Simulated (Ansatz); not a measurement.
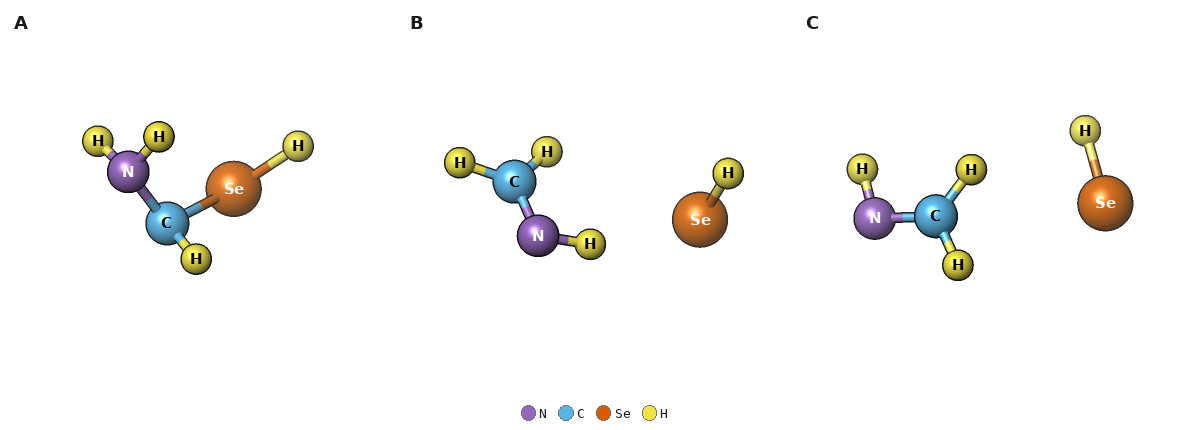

3 stationary structures of one formula. Charge −1, singlet. Geometries: PBE-D4/def2-SVPD. Electronic energies: PBE-D4/def2-SVPD (Ansatz 0.2.0), without zero-point energy. No frequency run is at hand to confirm each as a minimum. Each is one conformer, not always the lowest.

Which is lowest in energy, and by how much?

Answer. B is lowest (C1); C lies 17.4 kJ/mol above it (C1), A lies 159.4 kJ/mol above it (C1).
